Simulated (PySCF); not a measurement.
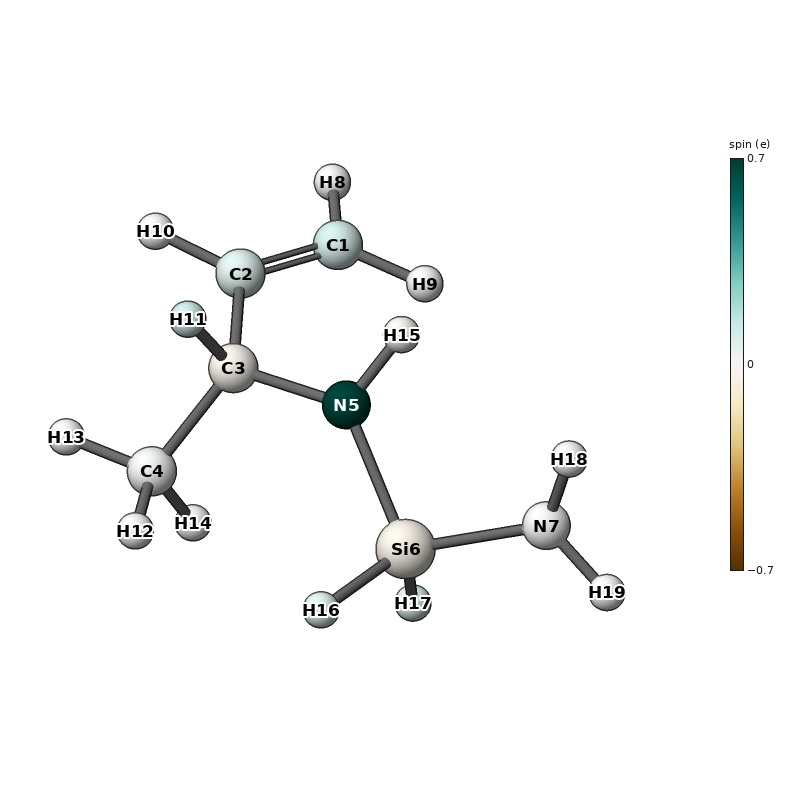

Atoms are coloured by their Mulliken spin populations. Charge +1, doublet. Computed geometry: GFN2-xTB optimisation. No frequency run is at hand to confirm it as a minimum. Level of theory: UKS B3LYP, pcH-1 on C H N Si, non-relativistic (PySCF 2.14.0).

### Which atom carries the largest spin population?

N5 (0.67 e).

### Which atom has the lowest spin population?

Si6 (−0.04 e); a negative value comes from spin polarisation.

Give the Mulliken spin populations atom by atom.

| atom | value (e) |
| --- | --- |
| C1 | 0.10 |
| C2 | 0.07 |
| C3 | −0.03 |
| C4 | 0.01 |
| N5 | 0.67 |
| Si6 | −0.04 |
| N7 | 0.00 |
| H8 | 0.00 |
| H9 | 0.00 |
| H10 | 0.00 |
| H11 | 0.12 |
| H12 | 0.00 |
| H13 | 0.00 |
| H14 | 0.01 |
| H15 | −0.02 |
| H16 | 0.06 |
| H17 | 0.07 |
| H18 | 0.00 |
| H19 | 0.00 |

Mulliken values depend strongly on the basis set. The geometry is semi-empirical. Around Si such bond lengths and angles can be off by a tenth of an ångström or more and by several degrees, and values that hang on the shape move with them.
